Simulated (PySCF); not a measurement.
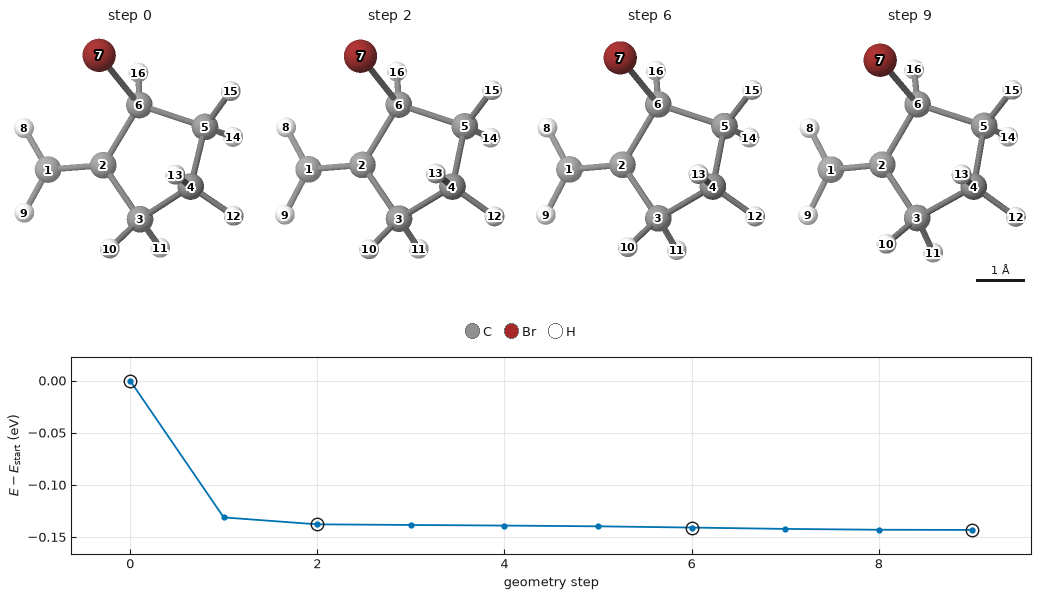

Frames of a relaxation of C₆H₉Br, marked on the history of the run. A ball-and-stick model, seen at a tilt.

The start comes from GFN2-xTB. Its atoms were then displaced at random by about 0.01 Å.

All numbers below come from PBE0-D3(BJ)/def2-SVP geometry optimisation, gas phase in PySCF 2.14.0, density-fitted response routines. 

What happens along the run?

Answer. After 9 geometry steps the energy has fallen by 0.143 eV. The atom that moves furthest after the best rigid fit is H11 (0.22 Å). By element the largest moves are H 0.22 Å, Br 0.20 Å, C 0.11 Å. Near-neighbour distances that change, for instance: C1–H9 1.044 → 1.093 Å, C3–C4 1.490 → 1.536 Å, C3–H10 1.072 → 1.101 Å, C4–H13 1.121 → 1.101 Å. Among the angles between lasting bonds that change: H12–C4–H13 105.2° → 107.5°, H10–C3–H11 108.9° → 106.6°, C6–C5–H14 109.3° → 107.2°. From step 0 to 2: H9 moves most (0.09 Å), energy −0.138 eV. From step 2 to 6: H10 moves most (0.07 Å), energy −0.003 eV. From step 6 to 9: H atoms move most (0.12 Å), energy −0.002 eV.
